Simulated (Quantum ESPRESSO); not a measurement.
# The valence band of H5C3 as photoemission sees it, part 8 of 14

Aim: the valence spectrum of H5C3 from He I to hard X-rays, and which orbitals make each feature.

Quantum ESPRESSO 7.5; DFT, LDA, plane waves, ultrasoft GBRV pseudopotentials, scalar-relativistic (the session's first sound run).

So far. Step 5 (The base run: bands): On this path the gap is indirect, 4.29 eV, with the valence top at X and the conduction bottom at Γ. The least direct gap is 4.45 eV. Step 6 (With PBEsol: self-consistent run): At this level the gap is 4.45 eV on the k-mesh of the self-consistent run, which can miss the band edges.

## Step 9: With PBEsol: bands

Level of this step: DFT, PBEsol, plane waves, ultrasoft GBRV pseudopotentials, scalar-relativistic (Quantum ESPRESSO).

The bands are solved at chosen points on the fixed potential.

bands.in

```
&control
  calculation = 'bands'
  prefix = 'pes'
  outdir = './tmp'
  pseudo_dir = './pp'
  verbosity = 'high'
/
&system
  ibrav = 0
  nat = 32
  ntyp = 2
  ecutwfc = 40.0
  ecutrho = 200.0
  occupations = 'smearing'
  nbnd = 74
  smearing = 'fd'
  degauss = 0.00367
/
&electrons
  conv_thr = 1.9e-07
  mixing_beta = 0.5
  electron_maxstep = 120
  diago_full_acc = .true.
/
ATOMIC_SPECIES
C 12.0110 c_pbesol_v1.2.uspp.F.UPF
H 1.0080 h_pbesol_v1.4.uspp.F.UPF
CELL_PARAMETERS angstrom
 6.338450000 0.000000000 0.000000000
 3.038824015 5.628896065 0.000000000
 2.452150157 0.255178670 7.080709641
ATOMIC_POSITIONS crystal
C 0.571000000 0.585800000 0.753600000
C 0.429000000 0.414200000 0.246400000
C 0.489800000 0.834800000 0.798000000
C 0.510200000 0.165200000 0.202000000
C 0.687900000 0.914600000 0.684800000
C 0.312100000 0.085400000 0.315200000
C 0.931200000 0.763900000 0.736400000
C 0.068800000 0.236100000 0.263600000
C 0.992300000 0.505800000 0.759200000
C 0.007700000 0.494200000 0.240800000
C 0.830400000 0.425300000 0.765900000
C 0.169600000 0.574700000 0.234100000
H 0.557100000 0.576300000 0.611600000
H 0.442900000 0.423700000 0.388400000
H 0.442800000 0.516100000 0.851800000
H 0.557200000 0.483900000 0.148200000
H 0.311600000 0.956400000 0.770500000
H 0.688400000 0.043600000 0.229500000
H 0.459100000 0.849200000 0.951800000
H 0.540900000 0.150800000 0.048200000
H 0.720200000 0.898400000 0.531800000
H 0.279800000 0.101600000 0.468200000
H 0.623800000 0.105600000 0.701500000
H 0.376200000 0.894400000 0.298500000
H 0.088500000 0.787000000 0.626700000
H 0.911500000 0.213000000 0.373300000
H 0.928500000 0.824400000 0.868000000
H 0.071500000 0.175600000 0.132000000
H 0.183000000 0.377600000 0.771400000
H 0.817000000 0.622400000 0.228600000
H 0.893600000 0.234800000 0.780200000
H 0.106400000 0.765200000 0.219800000
K_POINTS crystal
60
 0.00000000 0.00000000 0.00000000 1
 0.00000000 0.00000000 -0.06250000 1
 0.00000000 0.00000000 -0.12500000 1
 0.00000000 0.00000000 -0.18750000 1
 0.00000000 0.00000000 -0.25000000 1
 0.00000000 0.00000000 -0.31250000 1
 ! [... 52 more points ...]
 0.00000000 -0.43750000 -0.43750000 1
 0.00000000 -0.50000000 -0.50000000 1
```

The run is started by

```bash
$ OMP_NUM_THREADS=1 mpirun -n 4 pw.x -nk 4 -in bands.in > bands.out
```

The program printed:

```text
[banner, memory and clock lines left out]
Program PWSCF v.7.5 starts

          URL

     Atomic positions and unit cell read from directory:
     ./tmp/pes.save/

     Message from routine setup:
     using ibrav=0 with symmetry is DISCOURAGED, use correct ibrav instead

     G-vector sticks info

     bravais-lattice index     =            0
     lattice parameter (alat)  =      11.9779  a.u.
     unit-cell volume          =    1704.8245 (a.u.)^3
     number of atoms/cell      =           32
     number of atomic types    =            2
     number of electrons       =        68.00
     number of Kohn-Sham states=           74
     kinetic-energy cutoff     =      40.0000  Ry
     charge density cutoff     =     200.0000  Ry
     Exchange-correlation= SLA  PW   PSX  PSC
                           (   1   4  10   8   0   0   0)

     celldm(1)=  11.977935  celldm(2)=   0.000000  celldm(3)=   0.000000
     celldm(4)=   0.000000  celldm(5)=   0.000000  celldm(6)=   0.000000

     crystal axes: (cart. coord. in units of alat)
               a(1) = (   1.000000   0.000000   0.000000 )
               a(2) = (   0.479427   0.888056   0.000000 )
               a(3) = (   0.386869   0.040259   1.117104 )

     reciprocal axes: (cart. coord. in units 2 pi/alat)
               b(1) = (  1.000000 -0.539861 -0.326858 )
               b(2) = (  0.000000  1.126056 -0.040581 )
               b(3) = (  0.000000  0.000000  0.895172 )

     PseudoPot. # 1 for C  read from file:
     ./pp/c_pbesol_v1.2.uspp.F.UPF
     Pseudo is Ultrasoft + core correction, Zval =  4.0
     Generated by new atomic code, or converted to UPF format
     Using radial grid of  721 points,  4 beta functions with:
                l(1) =   0
                l(2) =   0
                l(3) =   1
                l(4) =   1
     Q(r) pseudized with  8 coefficients,  rinner =    1.100   1.100   1.100

     PseudoPot. # 2 for H  read from file:
     ./pp/h_pbesol_v1.4.uspp.F.UPF
     Pseudo is Ultrasoft, Zval =  1.0
     Generated by new atomic code, or converted to UPF format
     Using radial grid of  615 points,  2 beta functions with:
                l(1) =   0
                l(2) =   0
     Q(r) pseudized with  8 coefficients,  rinner =    0.700

     atomic species   valence    mass     pseudopotential
     C                 4.00    12.01100     C ( 1.00)
     H                 1.00     1.00800     H ( 1.00)

      2 Sym. Ops., with inversion, found

                                    s                        frac. trans.

      isym =  1     identity

 cryst.   s( 1) = (     1          0          0      )
                  (     0          1          0      )
                  (     0          0          1      )

 cart.    s( 1) = (  1.0000000 -0.0000000  0.0000000 )
                  (  0.0000000  1.0000000 -0.0000000 )
                  (  0.0000000  0.0000000  1.0000000 )

      isym =  2     inversion

 cryst.   s( 2) = (    -1          0          0      )
                  (     0         -1          0      )
                  (     0          0         -1      )

 cart.    s( 2) = ( -1.0000000  0.0000000 -0.0000000 )
                  (  0.0000000 -1.0000000  0.0000000 )
                  (  0.0000000  0.0000000 -1.0000000 )

   Cartesian axes

     site n.     atom                  positions (alat units)
         1        C      tau(   1) = (   1.1433929   0.5505620   0.8418498  )
         2        C      tau(   2) = (   0.7229032   0.3777524   0.2752545  )
         3        C      tau(   3) = (   1.1987472   0.7734754   0.8914492  )
         4        C      tau(   4) = (   0.6675489   0.1548391   0.2256551  )
         5        C      tau(   5) = (   1.3913119   0.8397849   0.7649930  )
         6        C      tau(   6) = (   0.4749842   0.0885295   0.3521113  )
         7        C      tau(   7) = (   1.5823247   0.7080323   0.8226356  )
         8        C      tau(   8) = (   0.2839714   0.2202822   0.2944687  )
         9        C      tau(   9) = (   1.5285052   0.4797430   0.8481056  )
        10        C      tau(  10) = (   0.3377909   0.4485714   0.2689987  )
        11        C      tau(  11) = (   1.3306033   0.4085243   0.8555902  )
        12        C      tau(  12) = (   0.5356927   0.5197902   0.2615141  )
        13        H      tau(  13) = (   1.0700029   0.5364088   0.6832210  )
        14        H      tau(  14) = (   0.7962932   0.3919057   0.4338833  )
        15        H      tau(  15) = (   1.0197673   0.4926180   0.9515494  )
        16        H      tau(  16) = (   0.8465287   0.4356965   0.1655549  )
        17        H      tau(  17) = (   1.0682066   0.8803558   0.8607288  )
        18        H      tau(  18) = (   0.7980895   0.0479586   0.2563754  )
        19        H      tau(  19) = (   1.2344514   0.7924552   1.0632599  )
        20        H      tau(  20) = (   0.6318447   0.1358593   0.0538444  )
        21        H      tau(  21) = (   1.3566542   0.8192388   0.5940761  )
        22        H      tau(  22) = (   0.5096419   0.1090756   0.5230282  )
        23        H      tau(  23) = (   0.9458161   0.1220203   0.7836487  )
        24        H      tau(  24) = (   0.9204799   0.8062942   0.3334556  )
        25        H      tau(  25) = (   0.7082599   0.7241300   0.7000893  )
        26        H      tau(  26) = (   1.1580362   0.2041845   0.4170150  )
        27        H      tau(  27) = (   1.6595420   0.7670577   0.9696465  )
        28        H      tau(  28) = (   0.2067541   0.1612567   0.1474578  )
[...]
Crystallographic axes

     site n.     atom                  positions (cryst. coord.)
         1        C      tau(   1) = (  0.5710000  0.5858000  0.7536000  )
         2        C      tau(   2) = (  0.4290000  0.4142000  0.2464000  )
         3        C      tau(   3) = (  0.4898000  0.8348000  0.7980000  )
         4        C      tau(   4) = (  0.5102000  0.1652000  0.2020000  )
         5        C      tau(   5) = (  0.6879000  0.9146000  0.6848000  )
         6        C      tau(   6) = (  0.3121000  0.0854000  0.3152000  )
         7        C      tau(   7) = (  0.9312000  0.7639000  0.7364000  )
         8        C      tau(   8) = (  0.0688000  0.2361000  0.2636000  )
         9        C      tau(   9) = (  0.9923000  0.5058000  0.7592000  )
        10        C      tau(  10) = (  0.0077000  0.4942000  0.2408000  )
        11        C      tau(  11) = (  0.8304000  0.4253000  0.7659000  )
        12        C      tau(  12) = (  0.1696000  0.5747000  0.2341000  )
[...]
25        H      tau(  25) = (  0.0885000  0.7870000  0.6267000  )
        26        H      tau(  26) = (  0.9115000  0.2130000  0.3733000  )
[...]
Dynamical RAM for                 psi:      16.45 MB

     Dynamical RAM for                hpsi:      16.45 MB

     Dynamical RAM for                spsi:      16.45 MB

     Dynamical RAM for      wfcinit/wfcrot:      16.57 MB

     Dynamical RAM for           addusdens:      20.49 MB

     The potential is recalculated from file :
     ./tmp/pes.save/charge-density

     Starting wfcs are   68 randomized atomic wfcs +    6 random wfcs

     Band Structure Calculation
     Davidson diagonalization with overlap

     Computing kpt #:     1  of    15 on this pool

     Computing kpt #:     2  of    15 on this pool

     Computing kpt #:     3  of    15 on this pool

     Computing kpt #:     4  of    15 on this pool

     Computing kpt #:     5  of    15 on this pool

     Computing kpt #:     6  of    15 on this pool

     Computing kpt #:     7  of    15 on this pool

     Computing kpt #:     8  of    15 on this pool

     Computing kpt #:     9  of    15 on this pool

     Computing kpt #:    10  of    15 on this pool

     Computing kpt #:    11  of    15 on this pool

     Computing kpt #:    12  of    15 on this pool

     Computing kpt #:    13  of    15 on this pool

     Computing kpt #:    14  of    15 on this pool

     Computing kpt #:    15  of    15 on this pool

     ethr =  2.79E-10,  avg # of iterations = 54.8

     End of band structure calculation

          k = 0.0000 0.0000 0.0000 (  7287 PWs)   bands (ev):

   -15.1678 -14.9587 -12.5052 -12.4470 -12.4217 -12.3558  -9.3841  -9.3727
    -8.9651  -8.8588  -7.0728  -6.9468  -6.7939  -6.4930  -5.3784  -4.8471
    -4.5659  -4.4422  -3.9806  -3.9616  -3.6849  -3.4539  -3.3872  -3.2289
    -3.0832  -2.9042  -1.9540  -1.7677  -1.6466  -1.6034  -1.4119  -1.3257
    -0.0549  -0.0199   4.7026   5.1458   5.2416   6.0193   6.4305   7.0411
     7.1539   7.3844   7.5556   8.0991   8.1288   8.6044   8.6180   9.1571
     9.4896   9.6179  10.1910  10.2566  10.5111  10.7777  10.8573  11.0500
    11.1458  11.3576  11.5431  11.9692  12.0966  12.8369  13.0534  13.8192
    13.8699  13.9086  14.3613  14.4800  14.6715  15.2022  15.2766  15.4158
    15.7934  15.9729

          k = 0.0000 0.0000-0.0559 (  7290 PWs)   bands (ev):

   -15.1659 -14.9608 -12.5059 -12.4473 -12.4201 -12.3563  -9.3899  -9.3670
    -8.9641  -8.8598  -7.0747  -6.9541  -6.7818  -6.4920  -5.3776  -4.8554
    -4.5661  -4.4380  -3.9817  -3.9594  -3.6810  -3.4543  -3.3877  -3.2286
    -3.0833  -2.9080  -1.9549  -1.7675  -1.6528  -1.5978  -1.4119  -1.3276
    -0.0967   0.0216   4.7070   5.1443   5.2442   5.9764   6.4708   7.0556
     7.1632   7.3854   7.5646   8.0531   8.1368   8.5428   8.6980   9.1412
     9.4404   9.7178  10.1657  10.2863  10.5180  10.6821  10.9047  11.0408
[...]
15.7867  15.8919

          k = 0.0000 0.0000-0.1119 (  7291 PWs)   bands (ev):

[...]
15.7862  15.8063

          k = 0.0000 0.0000-0.1678 (  7288 PWs)   bands (ev):

[...]
15.6831  15.8415

          k = 0.0000 0.0000-0.2238 (  7291 PWs)   bands (ev):

[...]
15.6045  15.9048

          k = 0.0000 0.0000-0.2797 (  7287 PWs)   bands (ev):

[...]
15.6543  15.9428

          k = 0.0000 0.0000-0.3357 (  7274 PWs)   bands (ev):

[...]
15.7420  16.0021

          k = 0.0000 0.0000-0.3916 (  7266 PWs)   bands (ev):

[...]
15.8274  16.0754

          k = 0.0000 0.0000-0.4476 (  7260 PWs)   bands (ev):

[...]
15.8735  16.0871

          k = 0.0000-0.5630 0.0203 (  7278 PWs)   bands (ev):

[...]
14.8097  15.1556

          k = 0.0000-0.4926 0.0178 (  7280 PWs)   bands (ev):

[...]
14.7688  15.1283

          k = 0.0000-0.4223 0.0152 (  7283 PWs)   bands (ev):

[...]
14.7554  15.0946

          k = 0.0000-0.3519 0.0127 (  7287 PWs)   bands (ev):

[...]
15.0771  15.1393

          k = 0.0000-0.2815 0.0101 (  7283 PWs)   bands (ev):

[...]
15.2601  15.3744

          k = 0.0000-0.2111 0.0076 (  7279 PWs)   bands (ev):

[...]
15.4409  15.5242

          k = 0.0000-0.1408 0.0051 (  7281 PWs)   bands (ev):

[...]
15.6796  15.6939

          k = 0.0000-0.0704 0.0025 (  7281 PWs)   bands (ev):

[...]
k = 0.0000 0.0000 0.0000 (  7287 PWs)   bands (ev):

[...]
k =-0.0625 0.0337 0.0204 (  7281 PWs)   bands (ev):

[...]
k =-0.1250 0.0675 0.0409 (  7279 PWs)   bands (ev):

[...]
k =-0.1875 0.1012 0.0613 (  7290 PWs)   bands (ev):

[...]
k =-0.2500 0.1350 0.0817 (  7284 PWs)   bands (ev):

[...]
k =-0.3125 0.1687 0.1021 (  7268 PWs)   bands (ev):

[...]
k =-0.3750 0.2024 0.1226 (  7265 PWs)   bands (ev):

[...]
k =-0.4375 0.2362 0.1430 (  7268 PWs)   bands (ev):

[...]
k =-0.5000 0.2699 0.1634 (  7280 PWs)   bands (ev):

[...]
k =-0.5000-0.2931-0.2639 (  7312 PWs)   bands (ev):

[...]
k =-0.4375-0.2565-0.2309 (  7300 PWs)   bands (ev):

[...]
k =-0.3750-0.2198-0.1979 (  7295 PWs)   bands (ev):

[...]
k =-0.3125-0.1832-0.1649 (  7278 PWs)   bands (ev):

[...]
k =-0.2500-0.1465-0.1319 (  7265 PWs)   bands (ev):

[...]
k =-0.1875-0.1099-0.0989 (  7277 PWs)   bands (ev):

[...]
k =-0.1250-0.0733-0.0660 (  7286 PWs)   bands (ev):

[...]
k =-0.0625-0.0366-0.0330 (  7286 PWs)   bands (ev):

[...]
k = 0.0000 0.0000 0.0000 (  7287 PWs)   bands (ev):

[...]
k =-0.0625-0.0366 0.0230 (  7286 PWs)   bands (ev):

[...]
k =-0.1250-0.0733 0.0459 (  7289 PWs)   bands (ev):

[...]
k =-0.1875-0.1099 0.0689 (  7295 PWs)   bands (ev):

[...]
k =-0.2500-0.1465 0.0919 (  7290 PWs)   bands (ev):

[...]
k =-0.3125-0.1832 0.1148 (  7287 PWs)   bands (ev):

[...]
k =-0.3750-0.2198 0.1378 (  7294 PWs)   bands (ev):

[...]
k =-0.4375-0.2565 0.1608 (  7294 PWs)   bands (ev):

[...]
15.1734  15.3817

          k =-0.5000-0.2931 0.1837 (  7298 PWs)   bands (ev):

[...]
15.0900  15.3442

          k =-0.5000 0.2699-0.2842 (  7298 PWs)   bands (ev):

[...]
14.6679  15.0240

          k =-0.4375 0.2362-0.2486 (  7285 PWs)   bands (ev):

[...]
14.7195  15.1025

          k =-0.3750 0.2024-0.2131 (  7296 PWs)   bands (ev):

[...]
14.8975  15.2681

          k =-0.3125 0.1687-0.1776 (  7289 PWs)   bands (ev):

[...]
15.1397  15.2643

          k =-0.2500 0.1350-0.1421 (  7285 PWs)   bands (ev):

[...]
15.1495  15.5574

          k =-0.1875 0.1012-0.1066 (  7292 PWs)   bands (ev):

[...]
15.2513  15.7022

          k =-0.1250 0.0675-0.0710 (  7295 PWs)   bands (ev):

   -15.1529 -14.9575 -12.5269 -12.4741 -12.4294 -12.3666  -9.3824  -9.3230
    -8.9762  -8.8571  -7.0519  -6.9006  -6.7259  -6.4665  -5.3208  -4.8352
    -4.5796  -4.4631  -4.0108  -3.9708  -3.6680  -3.5377  -3.4679  -3.2568
    -3.1434  -2.9238  -1.9664  -1.7745  -1.6429  -1.6124  -1.4169  -1.3535
    -0.0572   0.0044   4.7817   5.0573   5.3492   6.0182   6.5739   6.9774
     7.2266   7.4324   7.6869   8.0930   8.2992   8.4465   8.7972   9.1397
     9.4387   9.8006   9.9562  10.3563  10.4739  10.6288  10.9361  11.0935
    11.1794  11.3650  11.6725  11.7988  12.2009  12.7947  13.4326  13.5372
[... further rows ...]
```

The job ended after 3.1 min (4 MPI ranks of Arm Neoverse V1, shared host; 12 min of CPU time).

This step gave:

```yaml
gap_on_the_path: 4.448 eV
least_direct_gap_on_the_path: 4.575 eV
valence_top_on_path: 4.00e-4 eV
```

Electronic bands along the path, in eV, zero at the valence-band maximum; v1 is the highest filled band, c1 the lowest empty one:

| point | v4 | v3 | v2 | v1 | c1 | c2 | c3 | c4 |
| --- | --- | --- | --- | --- | --- | --- | --- | --- |
| Γ | -1.67 | -1.58 | -0.31 | -0.27 | 4.45 | 4.89 | 4.99 | 5.76 |
| X | -1.65 | -1.64 | -0.59 | 0.00 | 4.69 | 4.71 | 5.09 | 5.23 |
| jump to Y | -1.75 | -1.74 | -0.36 | -0.32 | 4.87 | 4.89 | 5.80 | 6.06 |
| Γ | -1.67 | -1.58 | -0.31 | -0.27 | 4.45 | 4.89 | 4.99 | 5.76 |
| Z | -1.79 | -1.65 | -0.42 | -0.01 | 4.57 | 5.04 | 5.73 | 6.04 |
| jump to R | -1.65 | -1.58 | -0.32 | -0.25 | 4.83 | 5.05 | 5.60 | 5.88 |
| Γ | -1.67 | -1.58 | -0.31 | -0.27 | 4.45 | 4.89 | 4.99 | 5.76 |
| T | -1.63 | -1.57 | -0.40 | -0.12 | 4.74 | 5.30 | 5.85 | 5.92 |
| jump to U | -1.75 | -1.70 | -0.24 | -0.16 | 4.60 | 4.80 | 5.96 | 6.01 |
| Γ | -1.67 | -1.58 | -0.31 | -0.27 | 4.45 | 4.89 | 4.99 | 5.76 |
| V | -1.78 | -1.71 | -0.56 | -0.07 | 4.94 | 5.11 | 5.82 | 6.13 |

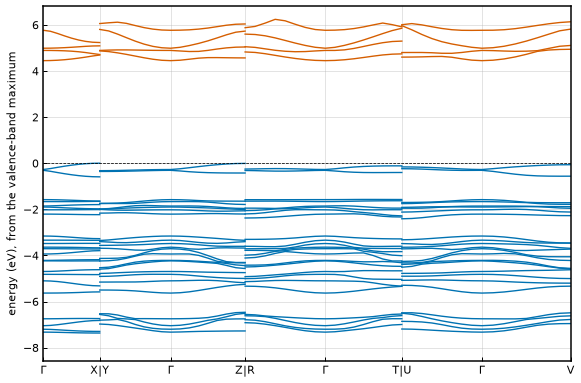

Electronic bands along the path; lines of filled and empty bands in two colours.

Side by side:

| quantity | this run | base run | difference |
| --- | --- | --- | --- |
| gap on the path (eV) | 4.4477 | 4.2894 | 0.158 |
| least direct gap on the path (eV) | 4.5751 | 4.448 | 0.127 |

The two runs differ clearly in the gap on the path: 4.45 eV against 4.29 eV.

At this level the gap is 4.45 eV on the path.

(Part 8 of 14 ends here.)

[Logs are printed without paths, hosts, clocks, repeated set-up lines and the standing remarks that a program may print on its own settings, such as how far it seeks lower states.]

[Hosts, paths, dates, database ids (printed as entryN), source tags and the programs' standing remarks are cut or masked in the printed files.]

[Maps of the electrostatic potential energy from Ansatz leave out the sawtooth potential of an applied field or a dipole correction, so their vacuum need not be flat; work functions include it.]

[Peak lists hold at most the 14 tallest peaks of each spectrum; further lines can be left out.]
